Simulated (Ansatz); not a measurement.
The parent structure is ZnS (space group R3m, No. 160; a = 3.784 Å, c = 27.900 Å (hexagonal axes)).

It is then changed as follows: cell and atoms relaxed at a pressure of 3 GPa.

All numbers come from Kohn–Sham DFT with the PBEsol functional, run in Ansatz (an electronic-structure program) with PAW and 420 eV plane waves, spin-orbit coupling left out.

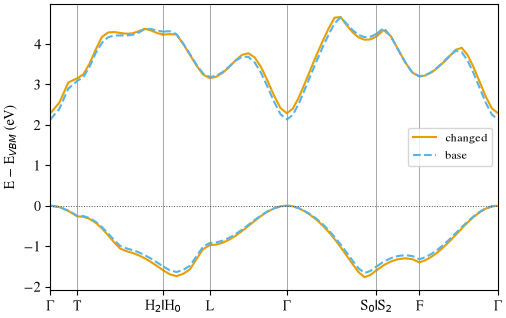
Figure: Highest valence and lowest conduction band along the path, each from its own valence-band maximum

### Question
From the figure, how large is the changed gap, and is it direct?

### Answer
About 2.3 eV, direct at Γ.

Load acts through the strain it causes; cell and atoms are relaxed under it. Stability against distortions was not tested. This is not the structure that ZnS has at room temperature and ambient pressure.
